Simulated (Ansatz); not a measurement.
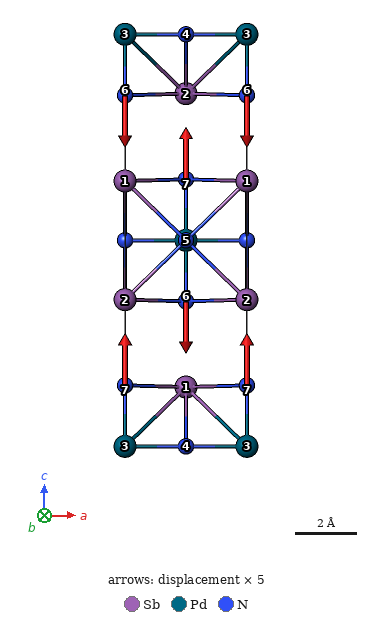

A relaxation of crystalline Sb₂PdN₄ (built on the K2MgH4-139 type type). The starting structure is drawn; red arrows show the displacements (the part carried along by the change of the cell is left out), magnified 5 times.

Style: ball-and-stick. Shown: the conventional cell (2 times the calculation's cell), along the b axis. Lengths and directions refer to the drawn axes.

The calculation used DFT, PBEsol, plane waves, PAW in Ansatz.

Input
```yaml
crystal:
  lattice:
    - [-2.02838824, 2.02838824, 6.85733104]
    - [2.02838824, -2.02838824, 6.85733104]
    - [2.02838824, 2.02838824, -6.85733104]
  atoms:
    - { symbol: Sb, position: [0.64391956, 0.64391956, 0.0] }
    - { symbol: Sb, position: [0.35608044, 0.35608044, 0.0] }
    - { symbol: Pd, position: [0.0, 0.0, 0.0] }
    - { symbol: "N", position: [0.0, 0.5, 0.5] }
    - { symbol: "N", position: [0.5, 0.0, 0.5] }
    - { symbol: "N", position: [0.85194696, 0.85194696, 0.0] }
    - { symbol: "N", position: [0.14805304, 0.14805304, 0.0] }
kpoints:
  mp_grid: { grid: [8, 8, 8] }
hamiltonian:
  xc: pbesol
scf:
  occupations: { method: fermi_dirac, width: 0.03 }
relax:
  f_tol: 0.01
  cell: {}
  max_steps: 120
```

Launched with:
```bash
ansatz run input.yaml --threads 4 --pin off --max-ram 4608MiB --backend cpu --events-out ev --progress --plain --runs-dir out
```

**Atoms of which element are displaced furthest, and by how much?**

Nitrogen: up to 0.35 Å, against 0.00 Å for antimony.

**What did the optimiser do to the structure, and how much energy did it gain?**

The largest moves relative to the cell, 0.35 Å, are those of N6 and N7. N6 goes along −c. Sb and Pd stay in place. The drawn cell changes as follows: a = b 4.057 → 3.918 Å (−3.4 %), c 13.715 → 11.471 Å (−16.4 %); the volume changes by −22.0 %. Some distances before and after: Sb1–N6 2.853 → 2.030 Å, Sb1–N4 2.830 → 2.565 Å, Sb1–Pd3 3.482 → 3.228 Å, Sb1–N7 2.869 → 2.799 Å. New bonds form, among them: Sb1–N6 (2.85 → 2.03 Å), Sb2–N7 (2.85 → 2.03 Å). The space group stays I4/mmm (No. 139). After 9 accepted moves (11 points after the start) the energy has fallen by 2.776 eV per cell of the calculation. The largest force component goes from 1.1 to 0.0021 eV/Å. The pressure goes from −18.60 to −0.03 GPa. At 2 points the geometry stayed and the basis and grid were re-selected for the new cell (energy shift of 23.2 meV per cell of the calculation at most each time).
